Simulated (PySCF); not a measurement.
Al2(mu-OH)2(OH)4, H6Al2O6, singlet at its CAM-B3LYP/def2-SVP optimised geometry (Å):

```
14

Al     1.4165     0.0001     0.0000
Al    -1.4165     0.0001     0.0000
O      0.0001     1.1797     0.0000
H     -0.0004     2.1398    -0.0026
O      2.2305    -0.0114     1.4960
H      3.1873    -0.0084     1.5630
O      2.3940     0.0097    -1.3932
H      2.1103     0.0216    -2.3083
O      0.0001    -1.1797    -0.0094
H      0.0002    -2.1398    -0.0180
O     -2.3792    -0.0107     1.4036
H     -2.0839    -0.0228     2.3150
O     -2.2454     0.0120    -1.4874
H     -3.2026     0.0113    -1.5469
```

Computed with CAM-B3LYP/def2-TZVP in PySCF. Cells within 0.4 Å of a nucleus heavier than hydrogen are left out (blank, or x).

Map of the HOMO amplitude (bohr^(-3/2)) on the plane z = 1.5 Å; orbital energy -9.86 eV, overall sign arbitrary:

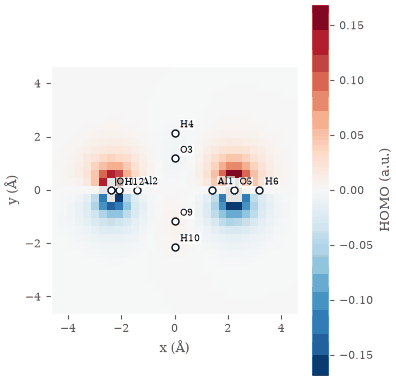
Figure. HOMO amplitude (bohr^(-3/2)) on the plane z = 1.5 Å.
